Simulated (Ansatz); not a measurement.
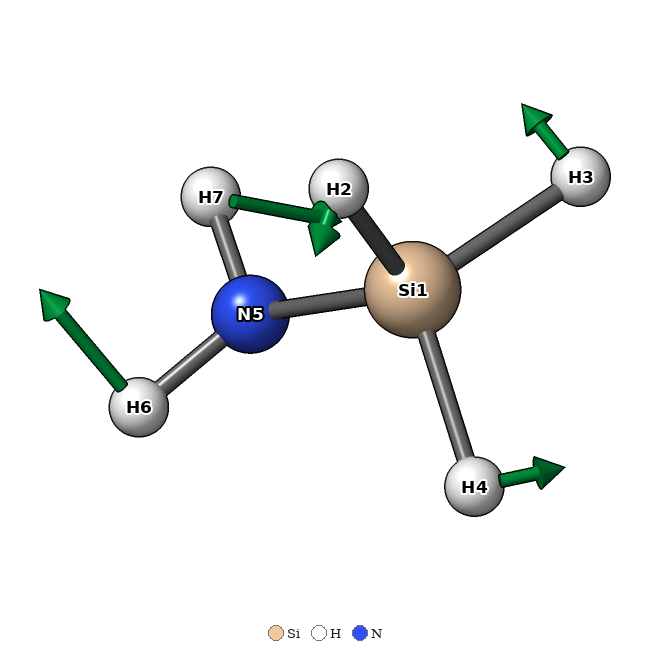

The arrows show one normal mode. Harmonic vibrations computed with RKS PBE0-D4/def2-TZVP (Ansatz 0.2.0) at a stationary point of the same level.

### What kind of motion is it?

A torsion or out-of-plane motion in which bond lengths and bond angles hardly change.

### At what wavenumber does it lie?

174 cm⁻¹; it is mode 1 of 15 counted from the lowest.
